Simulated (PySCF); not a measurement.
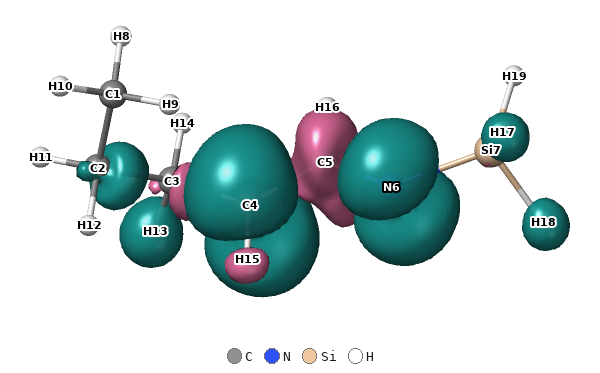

Figure. C$_{5}$H$_{12}$NSi (SMILES CCC[CH]/C=N/[SiH3]) (doublet). Isosurfaces of the spin density at +0.015 (teal) and −0.015 e/Å³ (pink), seen at an oblique angle.

Geometry: GFN2-xTB.

Level of theory: PySCF, UKS B3LYP, pcH-1 on C H N Si, non-relativistic, mean-field spin-orbit, GIAO.

```xyz
19

C    -2.4499    0.5319   -0.5940
C    -2.3018   -0.8894   -0.0665
C    -0.8861   -1.4346   -0.3172
C     0.1358   -0.6824    0.4417
C     1.2416   -0.0797   -0.1244
N     2.0972    0.5751    0.5992
Si    3.5280    1.4215    0.2500
H    -2.2668    0.5622   -1.6659
H    -1.7373    1.1940   -0.1070
H    -3.4545    0.9039   -0.4077
H    -3.0264   -1.5414   -0.5591
H    -2.5082   -0.9069    1.0053
H    -0.8687   -2.4825    0.0056
H    -0.6618   -1.4056   -1.3858
H    -0.0003   -0.5859    1.5097
H     1.3666   -0.1786   -1.2103
H     3.2658    2.7837    0.7211
H     4.5462    0.7550    1.0654
H     3.9710    1.4689   -1.1523
```

> Describe the spin distribution.

The unpaired spin (1 electron) lies mostly on C4 (about 0.4) and N6 (about 0.4), in electrons by Hirshfeld's partition.
